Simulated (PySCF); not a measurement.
Vertical excitations of a molecule C₃H₈Si from TDA-PBE/def2-SVPD run with PySCF, as energy in eV (oscillator strength): 6.34 (0.012), 6.68 (0.019), 6.93 (0.053), 6.95 (0.026), 7.29 (0.000), 7.30 (0.034), 7.49 (0.019), 7.57 (0.033), 7.67 (0.015), 7.80 (0.011). Lowest triplet (TDA): 6.02 eV. Geometry: B3LYP-D3(BJ)/def2-SVP. One conformer was computed; it need not be the lowest.

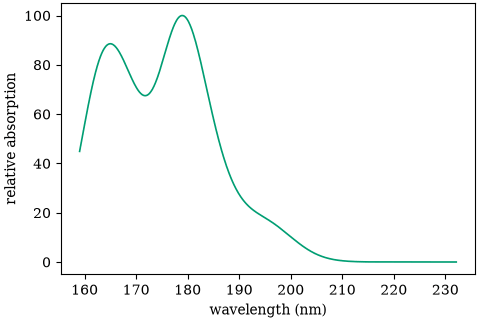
Fig. 1. The lines broadened by 0.4 eV.

Problem. Which structure fits?
A) C1C[SiH2]C1
B) C=C(C)[SiH3]
C) C=C[SiH2]C
D) C=CC[SiH3]

Solution. A, C1C[SiH2]C1
